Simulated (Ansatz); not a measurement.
# Calculations on C2H5BF2S

**1. Relaxation**

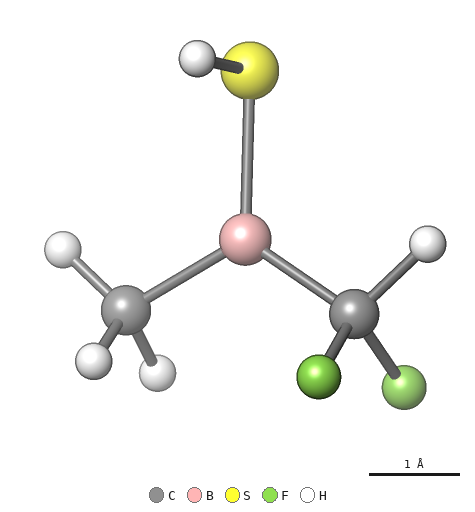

This is the input geometry for a relaxation of C2H5BF2S. The picture is a ball-and-stick view, seen at a tilt.

The run prepares an end point of a later path (hydrogen shift) calculation, from a guessed geometry.

All numbers below come from Ansatz, RKS BLYP-D4/6-31G*.

The input:
```yaml
crystal:
  periodic: [false, false, false]
  atoms:
    - { symbol: C, position_ang: [0.293, -1.1055, -0.9592] }
    - { symbol: B, position_ang: [-0.3061, -0.1403, 0.2012] }
    - { symbol: S, position_ang: [-1.2982, -0.9027, 1.615] }
    - { symbol: C, position_ang: [0.0394, 1.4406, 0.1746] }
    - { symbol: F, position_ang: [1.3286, 1.6605, 0.1614] }
    - { symbol: F, position_ang: [-0.5968, 1.9948, -0.9599] }
    - { symbol: H, position_ang: [-0.1669, -0.7308, -1.9323] }
    - { symbol: H, position_ang: [0.0038, -2.101, -0.791] }
    - { symbol: H, position_ang: [1.3538, -0.9626, -0.9801] }
    - { symbol: H, position_ang: [-0.0876, -1.1141, 2.3964] }
    - { symbol: H, position_ang: [-0.4976, 1.9041, 1.0946] }
basis:
  gaussian: { orbitals: "6-31G*" }
hamiltonian:
  xc: blyp
  dispersion: d4
relax:
  f_tol: 0.02
  max_steps: 50
```

Command:
```bash
ansatz run input.yaml --threads 2 --pin off --max-ram 3072MiB --backend cpu --events-out ev --progress --plain --runs-dir out
```

What does the optimiser find from here?

Answer. H10 moves most after the best rigid fit: 1.29 Å. By element the largest moves are H 1.29 Å, S 0.62 Å, F 0.30 Å, B 0.26 Å, C 0.21 Å. Near-neighbour distances that change, for instance: C4–F5 1.308 → 1.399 Å, S3–H10 1.456 → 1.366 Å, B2–S3 1.888 → 1.804 Å, C1–B2 1.624 → 1.569 Å. Among the angles between lasting bonds that change: B2–C4–H11 106.1° → 118.6°, B2–S3–H10 91.4° → 99.4°, F5–C4–H11 113.4° → 107.1°. Groups turn about B2–S3 by about 90°. Over 14 geometry steps the energy falls by 123.3 kJ/mol. Largest force component: 4.5 eV/Å at the start, 0.0016 eV/Å at the end.

History of the run:

```
step  E − E(0), kJ/mol  largest force component, eV/Å
   0              0.00                         4.4855
   1            -40.03                         1.9356
   2            -50.18                         0.3243
   3            -56.91                         0.6016
   4            -69.17                         0.8612
   5            -84.57                         1.0326
   6           -102.17                         0.7824
   7           -114.49                         0.8062
   8           -121.69                         0.2601
   9           -121.77                         0.2536
  10           -123.06                         0.1310
  11           -123.30                         0.0867
  12           -123.32                         0.0912
  13           -123.34                         0.0328
  14           -123.35                         0.0016
```

The structure at the end:

```xyz
11

C     0.2907   -1.0787   -1.0589
B    -0.1292   -0.3249    0.2517
S    -0.7776   -1.2361    1.6678
C     0.0340    1.2721    0.3052
F     1.3814    1.5745    0.0792
F    -0.7093    1.8187   -0.7464
H    -0.2725   -0.6603   -1.9135
H     0.1497   -2.1703   -1.0440
H     1.3541   -0.8629   -1.2734
H    -0.9877   -0.1939    2.5257
H    -0.2681    1.8048    1.2274
```

After the run, drawn alike:

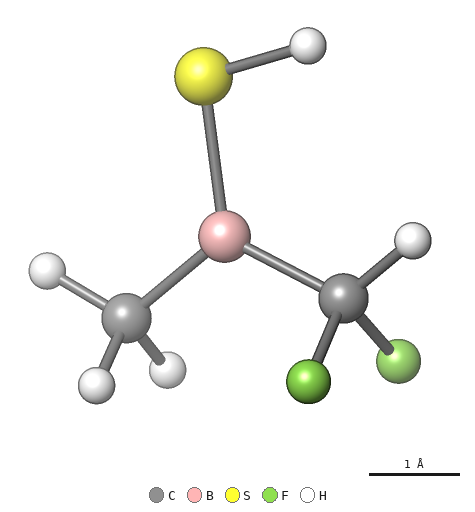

**2. Relaxation**

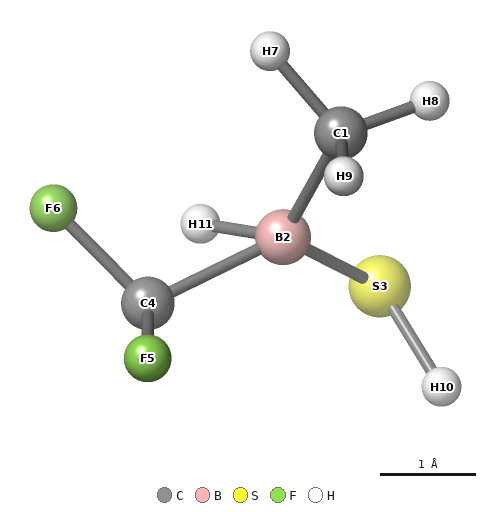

Starting structure of C2H5BF2S. Style: ball-and-stick. Shown from a free direction.

The run prepares an end point of a later path (hydrogen shift) calculation, from a guessed geometry.

Theory: RKS BLYP-D4/6-31G* in Ansatz 0.2.0.

Input
```yaml
crystal:
  periodic: [false, false, false]
  atoms:
    - { symbol: C, position_ang: [0.293, -1.1055, -0.9592] }
    - { symbol: B, position_ang: [-0.3061, -0.1403, 0.2012] }
    - { symbol: S, position_ang: [-1.2982, -0.9027, 1.615] }
    - { symbol: C, position_ang: [0.0394, 1.4406, 0.1746] }
    - { symbol: F, position_ang: [1.3286, 1.6605, 0.1614] }
    - { symbol: F, position_ang: [-0.5968, 1.9948, -0.9599] }
    - { symbol: H, position_ang: [-0.1669, -0.7308, -1.9323] }
    - { symbol: H, position_ang: [0.0038, -2.101, -0.791] }
    - { symbol: H, position_ang: [1.3538, -0.9626, -0.9801] }
    - { symbol: H, position_ang: [-0.0876, -1.1141, 2.3964] }
    - { symbol: H, position_ang: [-1.19831, 0.61256, 0.12331] }
basis:
  gaussian: { orbitals: "6-31G*" }
hamiltonian:
  xc: blyp
  dispersion: d4
relax:
  f_tol: 0.02
  max_steps: 50
output:
  orbitals: {}
```

Command:
```bash
ansatz run input.yaml --threads 2 --pin off --max-ram 3072MiB --backend cpu --events-out ev --progress --plain --runs-dir out
```

**Predict the outcome.**

Over 20 geometry steps the energy falls by 442.0 kJ/mol. Largest force component: 3 eV/Å at the start, 0.0095 eV/Å at the end. F6 moves most after the best rigid fit: 1.39 Å. By element the largest moves are F 1.39 Å, H 1.21 Å, S 1.04 Å, B 0.76 Å, C 0.30 Å. Near-neighbour distances that change, for instance: S3–C4 3.059 → 2.044 Å, C4–H11 1.490 → 2.324 Å, B2–S3 1.888 → 2.243 Å, S3–H10 1.456 → 1.363 Å. Among the angles between lasting bonds that change: S3–B2–C4 121.3° → 62.0°, C4–B2–H11 62.2° → 114.3°, S3–B2–H11 84.8° → 103.1°. The run took 62 s on 2 threads of Intel(R) Xeon(R) Platinum 8259CL CPU @ 2.50GHz (Skylake/Cascade Lake) (shared host), peak memory 0.17 GiB.

History of the run:

```
step  E − E(0), kJ/mol  largest force component, eV/Å
   0              0.00                         3.0460
   1           -166.26                         2.1731
   2           -273.63                         1.9062
   3           -327.26                         1.3718
   4           -347.98                         1.9361
   5           -366.18                         1.2442
   6           -377.93                         1.5120
   7           -389.48                         2.0200
   8           -396.93                         1.4277
   9           -403.31                         0.8755
  10           -409.56                         0.5451
  11           -418.82                         0.5186
  12           -427.56                         0.8047
  13           -436.91                         0.3230
  14           -437.69                         0.3963
  15           -441.13                         0.1399
  16           -441.63                         0.0635
  17           -441.83                         0.0634
  18           -441.94                         0.0549
  19           -441.94                         0.0816
  20           -441.97                         0.0095
```

The structure at the end:

```xyz
11

C     0.2475   -1.2048   -1.0141
B    -0.6733   -0.0435   -0.4544
S    -0.7708   -0.0187    1.7862
C    -0.0657    1.1815    0.2893
F     1.2678    1.3668    0.4416
F    -0.6780    2.3807    0.3734
H     0.3916   -1.0492   -2.1009
H    -0.2249   -2.1948   -0.9022
H     1.2525   -1.2428   -0.5595
H     0.4391   -0.6190    1.9678
H    -1.8210    0.0953   -0.7777
```

After the run, drawn alike:

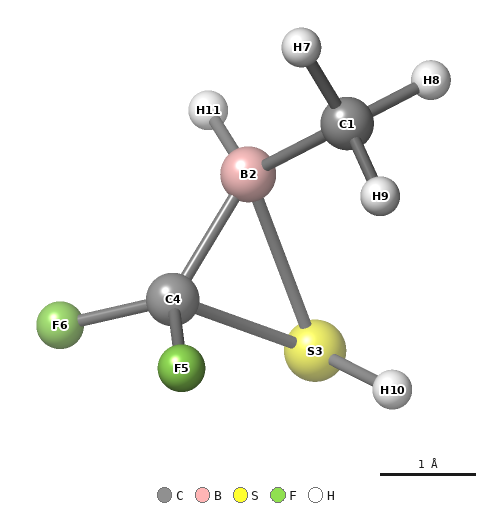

**3. Path**

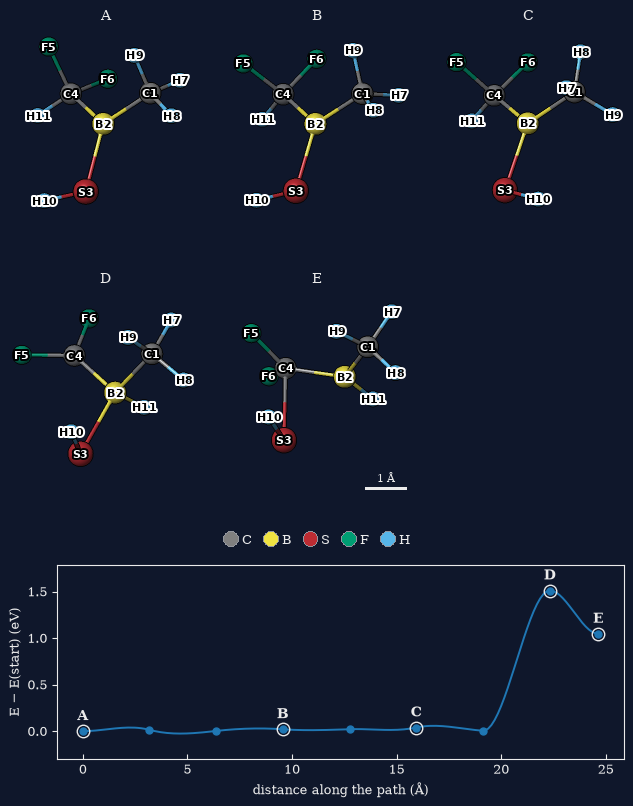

A search for the minimum-energy path of C2H5BF2S by the nudged elastic band. Images are numbered from 0 (start) to 8 (end). Frames A to E are images 0, 3, 5, 7, 8. The picture is a ball-and-stick view, seen from a free direction.

These are results of RKS BLYP-D4/6-31G* in Ansatz, not measurements. Settings: 7 movable images; climbing image; force threshold 0.05 eV/Å; iteration limit 60; starting path through a guess of the saddle point.

Read off the barrier and say what moves.

The energy climbs by 1.51 eV to image 7 and then falls by 0.47 eV, so the end point sits at +1.05 eV. The path has more than one stage, and so few images may leave a stage unresolved. Breaking: C4–H11 (1.11 → 2.17 at the top → 2.32 Å). Forming: B2–H11 (2.35 → 1.23 at the top → 1.20 Å), S3–C4 (2.97 → 2.90 at the top → 2.04 Å). The band converged in 43 iterations. The largest component of the band force went from 17 to 0.048 eV/Å. The climbing image converged on the top of the path. Its vibrational analysis gives one imaginary mode (55i cm⁻¹), as a transition state must have.
